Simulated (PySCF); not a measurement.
**C$_{2}$H$_{4}$OS$_{2}$, SMILES `CC(=S)[SH]=O`: what the electrons do**

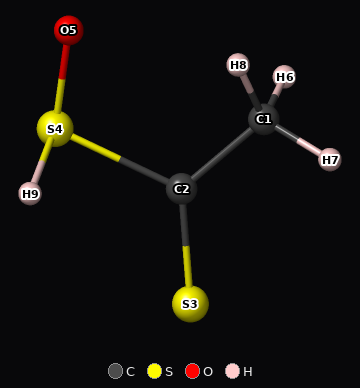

The molecule, with its atoms numbered as below. No frequency check shows the geometry to be a minimum.

Coordinates in Å:

```
C1       0.2507    1.7424    0.0051
C2       0.4895    0.2905    0.0079
S3       1.9081   -0.4728    0.0065
S4      -1.0764   -0.7155   -0.1194
O5      -2.1839    0.2143    0.0771
H6       0.1459    2.0855   -1.0273
H7       1.0744    2.2823    0.4660
H8      -0.6942    1.9603    0.5069
H9      -0.8027   -1.2271    1.1671
```

Part 1: In an electric field

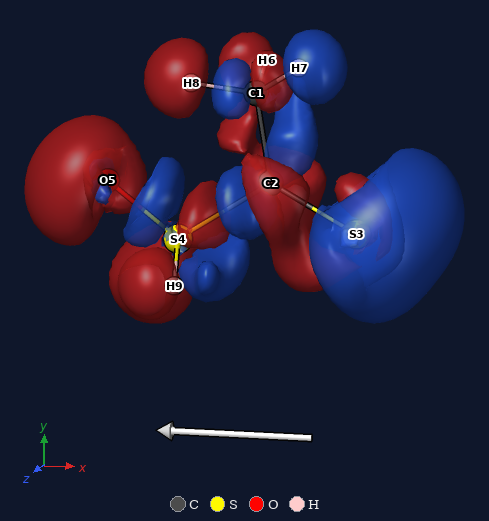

Change of the electron density in a uniform field of 0.10 V/Å along −x (arrow), surfaces at ±0.0008 e/Å³ (blue: gain, red: loss).

Method: r2SCAN/aug-cc-pVDZ; geometry: GFN2-xTB; program: PySCF.

The field was applied in both directions; the picture shows the one opposite to the script's first.

**What dipole is induced, and what polarisability does it imply?**

The induced dipole is 0.50 D (along the field); α along this axis, from the fields in both directions, is 98 bohr³ (14.5 Å³).

Part 2: Removing or adding an electron

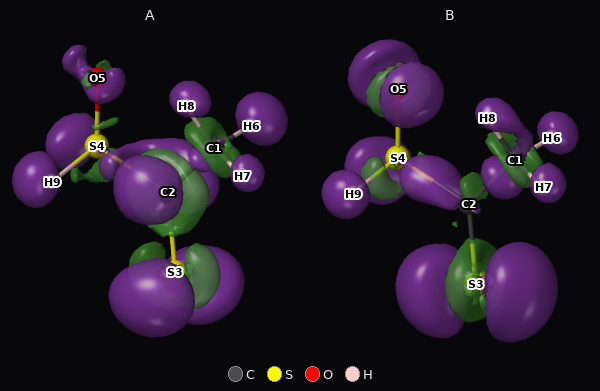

The two Fukui functions at ±0.02 e/Å³ (purple positive, green negative).

PySCF calculation, BLYP/def2-SVPD, gas phase; geometry: GFN2-xTB. This is a single-reference result, which may miss multireference character in this system.

**Which panel is f⁻ (electron removed) and which f⁺ (electron added)?**

A is f⁺, B is f⁻. f⁻ (Hirshfeld-condensed) is largest on S3 (0.40); the vertical ionisation energy is 8.52 eV (the stability of the cation's solution wasn't checked). f⁺ (Hirshfeld-condensed) is largest on S3 (0.40); the vertical electron affinity is 0.82 eV (the stability of the anion's solution wasn't checked; the anion's highest orbital has positive energy, so this value and f⁺ depend on the basis).

**What chemical potential and hardness follow from the two energies?**

μ = −(I + A)/2 = −4.67 eV and η = I − A = 7.71 eV.

Part 3: Localised orbitals

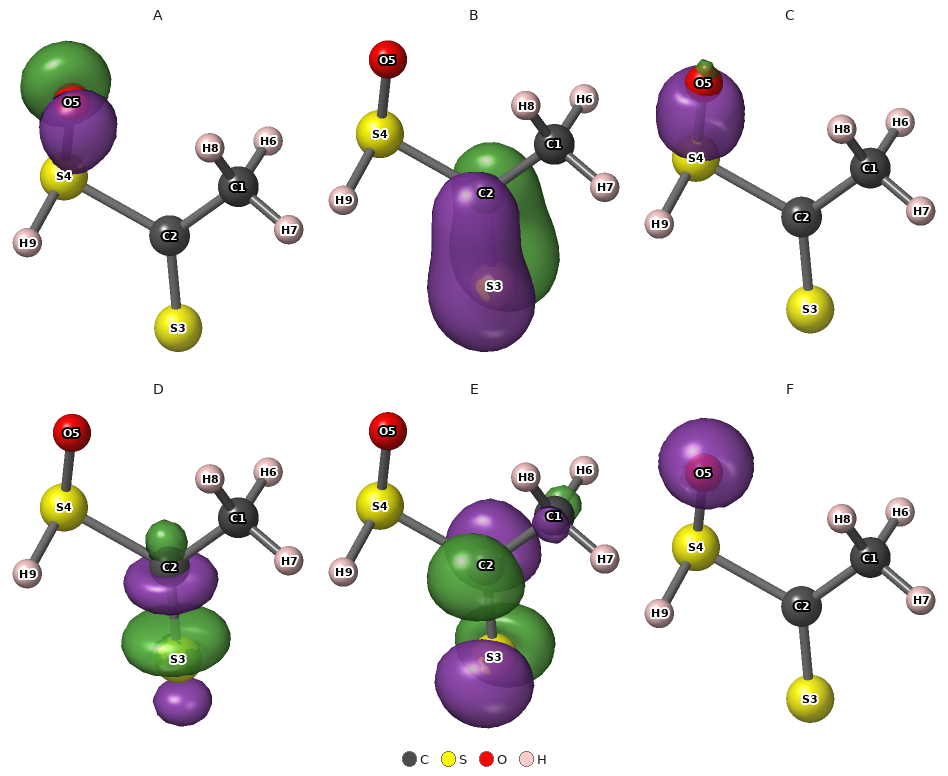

Intrinsic bond orbitals (IBO), occupied and valence-virtual; each surface holds about 70 % of the orbital's density. Energies are diagonal elements of the Fock matrix.

Computed with PySCF, M06-2X/def2-TZVP, geometry: GFN2-xTB.

**Name the orbitals, with their atomic make-up and energies.**

By panel:
- A: lone pair on O5 (p-type) (O5 95 %; −11.2 eV)
- B: π bond S3–C2 (S3 60 %, C2 38 %; −10.5 eV)
- C: σ bond O5–S4 (O5 62 %, S4 38 %; −25.0 eV)
- D: σ* orbital S3–C2 (S3 55 %, C2 44 %; 8.3 eV)
- E: σ* orbital C2–S3 (C2 56 %, S3 38 %, C1 3 %; −0.4 eV)
- F: lone pair on O5 (sp0.4-type) (O5 100 %; −20.1 eV)
